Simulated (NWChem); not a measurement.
**CH₆ClFSi₂: energy and gradient calculation**

System: CH₆ClFSi₂.
Method: PBE0/def2-SVP, RKS (NWChem 7.3.0).

The geometry comes from this level: PBE0-D4/def2-TZVP.

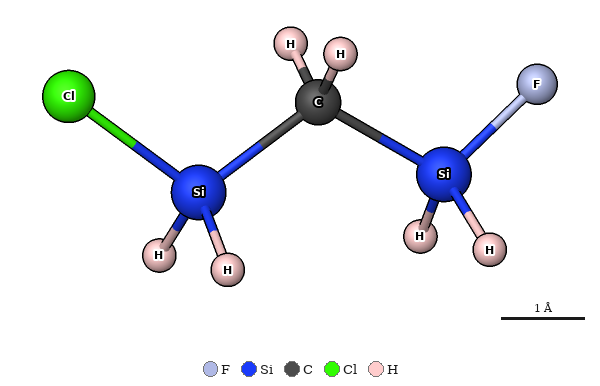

The structure (ball-and-stick view, seen at a tilt). Bond lengths as drawn: Cl–Si 2.06 Å, C–H 1.10 Å, C–Si 1.86 Å, F–Si 1.60 Å and H–Si 1.48 Å.

**The input**
```python
from ase.io import read
from ase.calculators.nwchem import NWChem

mol = read('ch6clfsi2.xyz')

calc = NWChem(
    label='ch6clfsi2',
    theory='dft',
    memory='2200 mb',
    basis='def2-SVP',
    basispar='spherical bse',
    dft={'xc': 'pbe0', 'mult': '1', 'grid': 'fine', 'convergence': 'energy 1e-08', 'iterations': '100', 'mulliken': None},
)
mol.calc = calc

forces = mol.get_forces()
print("Total energy (eV):", round(mol.get_potential_energy(), 6))
print("forces (eV/A):")
for s, f in zip(mol.symbols, forces):
    print(f"{s:2s} {f[0]:10.5f} {f[1]:10.5f} {f[2]:10.5f}")
print("dipole (e A):", mol.get_dipole_moment().round(4))
```

**File ch6clfsi2.xyz**
```
11
CH6ClFSi2 gradient
F     -2.790400    -0.889600     0.264600
Si    -1.446100    -0.535600    -0.530700
C     -0.153600     0.021300     0.680700
Si     1.500200     0.473500    -0.040400
Cl     2.776900     1.058700     1.464100
H     -1.770700     0.539900    -1.499000
H     -1.015600    -1.761000    -1.246800
H      0.003200    -0.778400     1.413600
H     -0.537600     0.892700     1.223400
H      1.378700     1.608300    -0.986100
H      2.120300    -0.686900    -0.722800
```

**File ch6clfsi2.nwi**
```
title "ch6clfsi2"

permanent_dir ch6clfsi2

scratch_dir ch6clfsi2

start ch6clfsi2

geometry units angstrom nocenter noautosym noautoz
  F  -2.7904000000000000e+00 -8.8959999999999995e-01 2.6460000000000000e-01
  Si -1.4460999999999999e+00 -5.3559999999999997e-01 -5.3069999999999995e-01
  C  -1.5359999999999999e-01 2.1299999999999999e-02 6.8069999999999997e-01
  Si 1.5002000000000000e+00 4.7349999999999998e-01 -4.0399999999999998e-02
  Cl 2.7768999999999999e+00 1.0587000000000000e+00 1.4641000000000000e+00
  H  -1.7706999999999999e+00 5.3990000000000005e-01 -1.4990000000000001e+00
  H  -1.0156000000000001e+00 -1.7609999999999999e+00 -1.2467999999999999e+00
  H  3.2000000000000002e-03 -7.7839999999999998e-01 1.4136000000000000e+00
  H  -5.3759999999999997e-01 8.9270000000000005e-01 1.2234000000000000e+00
  H  1.3787000000000000e+00 1.6083000000000001e+00 -9.8609999999999998e-01
  H  2.1202999999999999e+00 -6.8689999999999996e-01 -7.2280000000000000e-01
end

memory 2200 mb

basis spherical bse noprint
   * library def2-SVP
end

dft
  xc pbe0
  mult 1
  grid fine
  convergence energy 1e-08
  iterations 100
  mulliken
end

task dft gradient
```

Launch command:
```bash
export ASE_NWCHEM_COMMAND="nwchem PREFIX.nwi > PREFIX.nwo"
python run.py
```

**The program's output**
```
Total energy (eV): -32106.156504
forces (eV/A):
F    -0.79586   -0.20831    0.48270
Si    0.53952    0.13231   -0.41852
C     0.03507   -0.01044   -0.20708
Si    0.02329   -0.00036   -0.07348
Cl    0.19371    0.09076    0.24384
H    -0.00201    0.10922   -0.09097
H     0.06788   -0.10526   -0.06716
H     0.03342   -0.19504    0.19072
H    -0.09755    0.21021    0.14342
H    -0.03502    0.09986   -0.11431
H     0.03764   -0.12285   -0.08911
dipole (e A): [ 0.0077 -0.013  -0.149 ]
```

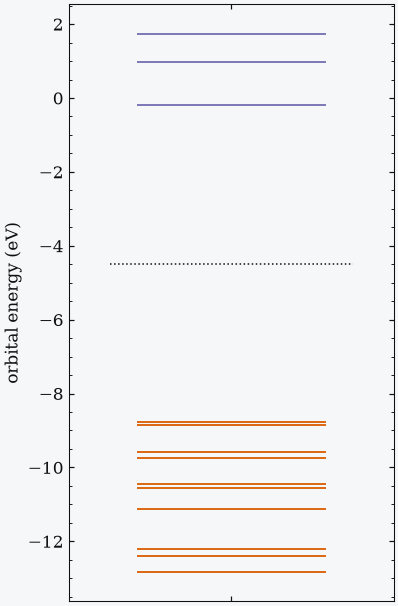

Orbital energies near the frontier; the dotted line parts filled from empty levels, and levels within 0.02 eV of each other stand side by side. Highest filled −8.78 eV, lowest empty −0.19 eV, 8.59 eV apart.

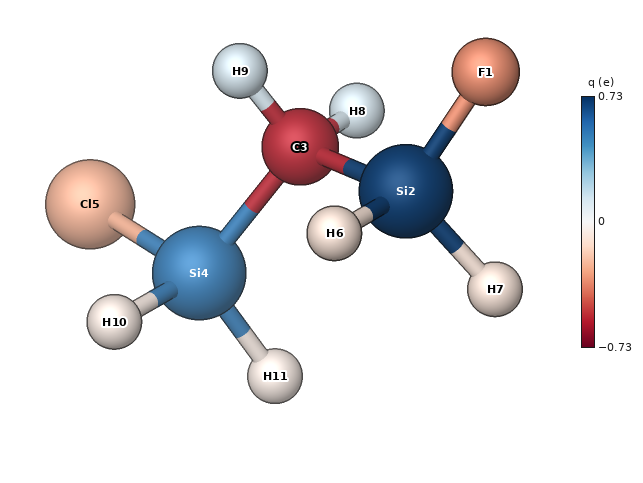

Mulliken charges, as the colour of each atom (ball-and-stick view, seen at a tilt; atoms are numbered from 1 in the order of the input). By element: F −0.34, Si +0.53 to +0.70, C −0.56, Cl −0.27 and H −0.09 to +0.12 e.

**Key numbers**

| quantity | value |
| --- | --- |
| outcome | converged |
| total energy | −1179.879499 hartree |
| basis functions | 112 |
| largest force | 0.954 eV/Å |
| HOMO | −8.78 eV |
| LUMO | −0.19 eV |
| dipole moment | 0.72 D |
| hardware | 1 thread of AMD EPYC (Zen 5), 16 GiB of memory available, shared host |
| wall time | 26 s |
| peak memory | 0.13 GiB |
